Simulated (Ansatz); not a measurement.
**HgS, response to strain**

Base system: HgS in the zinc blende structure (space group F-43m, No. 216; a = 5.8760 Å).

Strains are applied to the cell and any free atomic positions relax.

Method: PBEsol in Ansatz (plane waves to 420 eV, PAW, spin-orbit coupling left out), earlier PAW set.

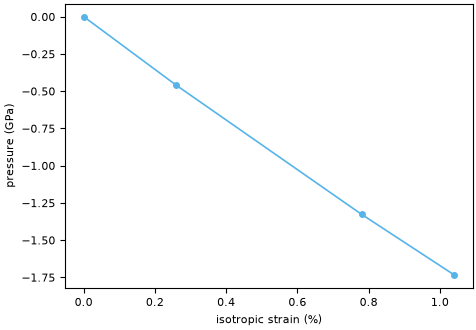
*Pressure against isotropic strain*

From the plot, what is the pressure for isotropic strain +0.26 %?

About -0.5 GPa.

Is the trend monotonic over the range shown?

Yes, it falls throughout, spanning -1.7 GPa to 0.0 GPa.

A case with no gap was solved on a k-mesh chosen for an insulator, which is coarse for it. Stability against distortions was not tested. All final runs are without spin polarisation.

Ansatz is a quantum-chemistry and plane-wave program.
